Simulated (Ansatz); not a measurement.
# How thick a slab does the work function of Al need?

Slabs of Al from 1 to 13 layers are run on 3 faces. From which thickness on does the work function stay within 0.05 eV of the thickest slab's, and does that depend on the face?

How it was computed: Ansatz 0.2.0, plane waves with PAW datasets (its set soft_2), PBE; symmetric slabs at bulk places and the tabulated experimental lattice constant, 18 Å of vacuum, one k-mesh a face (spacing 0.16 Å⁻¹, 2π included), Fermi-Dirac smearing of 0.1 eV.

What came out:

| layers | Al(100) (eV) | Al(110) (eV) | Al(111) (eV) |
| --- | --- | --- | --- |
| 1 | 4.233 | 3.904 | 4.312 |
| 2 | 4.420 | 3.940 | 4.227 |
| 3 | 4.451 | 4.243 | 3.893 |
| 4 | 4.289 | 4.116 | 4.044 |
| 5 | 4.311 | 3.970 | 4.120 |
| 6 | 4.269 | 3.988 | 4.054 |
| 7 | 4.245 | 4.037 | 4.039 |
| 8 | 4.260 | 4.119 | 4.098 |
| 10 | 4.299 | 4.072 | 4.032 |
| 13 | 4.276 | 4.096 | 4.041 |

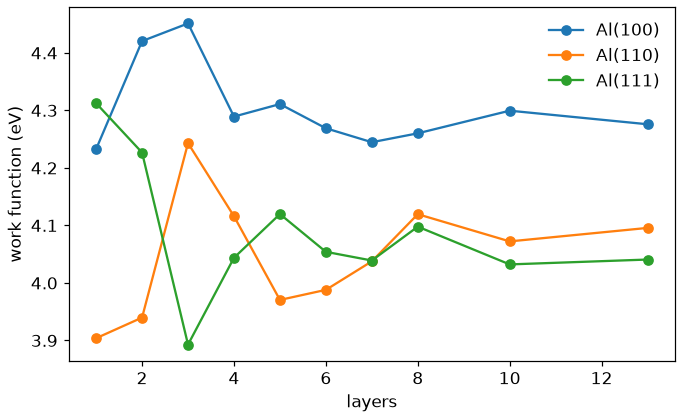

Work function against thickness.

**Answer.** Within 0.05 eV of the 13-layer value: Al(100) from 4 layers on, Al(110) from 8 layers on and Al(111) from 10 layers on. In length between the outer atoms these thicknesses are 6.1 Å, 10.0 Å and 21.0 Å; the faces differ a good deal. From four layers on the values span 0.066 to 0.149 eV, most on Al(110). Thirteen layers cost about 4 to 6 times the CPU time of four.

**Limits.** The 13-layer slab is the reference and is itself not proved converged. Thicknesses missing from the table have no sound run at this vacuum, and where values alternate they could fall outside the band. The smearing damps swings with thickness. The slabs are unrelaxed and unreconstructed, and the CPU ratio is rough.
